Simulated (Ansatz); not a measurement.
# CCSDT/LANL2DZ (accuracy low) run of CN− (cyanide)

What is the energy change on altering one bond length of CN− (cyanide) at CCSDT/LANL2DZ (accuracy low)? 

Program for the calculation: Ansatz 0.2.0.

4 further runs of the same task are left out: 1 that didn't finish, 3 set aside as unsound or not needed.

**1. The system as given**

The species is CN− (2 atoms), meant as a singlet with charge -1. As SMILES, `[C-]#N`. Geometry: relaxed at PBE0-D4/def2-TZVPD.

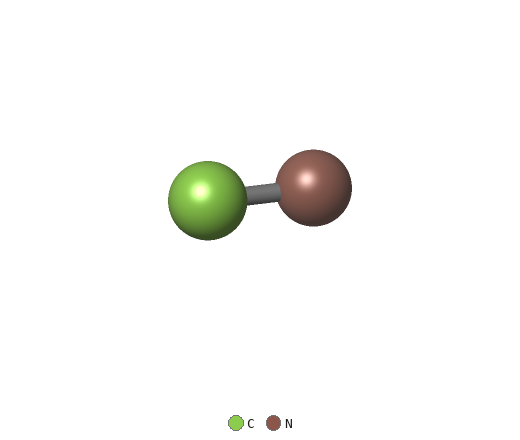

The structure, seen from a chosen angle (carbon green, nitrogen brown).

**2. The energy at CCSDT/LANL2DZ (accuracy low)**

Contents of input.yaml:

```yaml
crystal:
  periodic: [false, false, false]
  atoms:
    - {symbol: C, position_ang: [0.499700, -0.161700, 0.257300]}
    - {symbol: "N", position_ang: [-0.499700, 0.161700, -0.257300]}
basis:
  gaussian:
    orbitals: LANL2DZ.json
total_charge: -1
hamiltonian:
  pseudopotentials: {relativity: none}
correlation:
  method: ccsdt
  frozen_orbitals: {C: 1, "N": 1}
accuracy: low
output: {orbitals: {seedname: orbitals}}
```

The basis set LANL2DZ is read from a file made from the Basis Set Exchange's data (not shown).

On the command line:

```sh
$ ansatz run input.yaml --threads 1 --pin off --max-ram 2610MiB --events-out events.jsonl --progress --plain --runs-dir runs
```

Standard output (excerpt; [...] marks lines left out):

```text
Warning: RAYON_NUM_THREADS=1 ignored (pool sized by the plan → 1); use --threads N
Functional definition: HF
  name "HF"
[...]
428 factors; integrals over basis functions are off by at most 2.5e-8 eV
[...]
mean field -2510.51490185 eV, -92.2597209549 hartree, gradient 2.3e-6 eV, S^2 0.000000; 0 other end points of the search recorded, 0 dependent functions left out
2 core orbitals not correlated: weight in the atoms' cores, before any rotation towards them, 1.000 or more for the frozen orbitals, at most 0.000 for the correlated occupied ones
reference -2510.51490185 eV, -92.2597209549 hartree; 5, 5 occupied and 11, 11 virtual orbitals, 428 factors
second order -5.31206780 eV of doubles, -0.00000000 eV of singles
cycle   1  -5.00122966 eV  change    3.1e-1 eV  update   8.9e-2
[...]
cycle  13  -5.46512856 eV  change   -5.4e-7 eV  update   1.3e-7
Total energy: -2515.98003041 eV, -92.4605607249 hartree
```

It took 0.63 s on 1 thread of Intel Xeon Platinum 8488C (Sapphire Rapids), shared host.

**3. The distorted shape**

input.yaml: that of step 2 with these lines changed.

```diff
@@ -3,4 +3,4 @@
   atoms:
-    - {symbol: C, position_ang: [0.499700, -0.161700, 0.257300]}
-    - {symbol: "N", position_ang: [-0.499700, 0.161700, -0.257300]}
+    - {symbol: C, position_ang: [0.500657, -0.177675, 0.220538]}
+    - {symbol: "N", position_ang: [-0.460876, 0.137478, -0.224958]}
 basis:
```

The basis set LANL2DZ is read from a file made from the Basis Set Exchange's data (not shown).

On the command line:

```sh
$ ansatz run input.yaml --threads 1 --pin off --max-ram 2610MiB --events-out events.jsonl --progress --plain --runs-dir runs
```

Standard output (excerpt; [...] marks lines left out):

```text
Warning: RAYON_NUM_THREADS=1 ignored (pool sized by the plan → 1); use --threads N
[... 2 set-up lines as earlier in the session ...]
[...]
426 factors; integrals over basis functions are off by at most 4.1e-8 eV
[...]
mean field -2510.09107338 eV, -92.2441455458 hartree, gradient 1.6e-6 eV, S^2 0.000000; 0 other end points of the search recorded, 0 dependent functions left out
2 core orbitals not correlated: weight in the atoms' cores, before any rotation towards them, 1.000 or more for the frozen orbitals, at most 0.000 for the correlated occupied ones
reference -2510.09107338 eV, -92.2441455458 hartree; 5, 5 occupied and 11, 11 virtual orbitals, 426 factors
second order -4.99023565 eV of doubles, -0.00000000 eV of singles
cycle   1  -4.80572075 eV  change    1.8e-1 eV  update   7.7e-2
[...]
cycle  12  -5.19451704 eV  change    1.0e-6 eV  update   3.5e-7
Total energy: -2515.28559042 eV, -92.4350405261 hartree
```

It took 0.47 s on 1 thread of Intel Xeon Platinum 8488C (Sapphire Rapids), shared host.

**4. What came out**

At CCSDT/LANL2DZ (accuracy low), 2 core orbitals frozen:

| quantity | value |
| --- | --- |
| first shape: total energy | -92.46056 Eh |
| first shape: HOMO energy (Hartree–Fock orbitals) | -4.57 eV |
| first shape: LUMO energy (Hartree–Fock orbitals) | 12.43 eV |
| first shape: HOMO–LUMO gap (to an unbound level, set by the basis) | 17.00 eV |
| first shape: correlation energy (2 core orbitals frozen) | -200.8 mEh |
| first shape: T1 diagnostic | 0.013 |
| distorted shape: total energy | -92.43504 Eh |
| distorted shape: HOMO energy (Hartree–Fock orbitals) | -4.43 eV |
| distorted shape: LUMO energy (Hartree–Fock orbitals) | 12.96 eV |
| distorted shape: HOMO–LUMO gap (to an unbound level, set by the basis) | 17.39 eV |
| distorted shape: correlation energy (2 core orbitals frozen) | -190.9 mEh |
| distorted shape: T1 diagnostic | 0.011 |
| energy change with the C1–N2 bond shortened from 1.170 to 1.106 Å | 0.694 eV |

What this shows: With the C1–N2 bond shortened from 1.170 to 1.106 Å the energy rises by 0.69 eV (16.0 kcal/mol). The first shape isn't relaxed at this level, so the change isn't measured from a minimum. The accuracy setting (first shape) is loose, so the last digits carry no meaning. The accuracy setting (distorted shape) is loose, so the last digits carry no meaning.
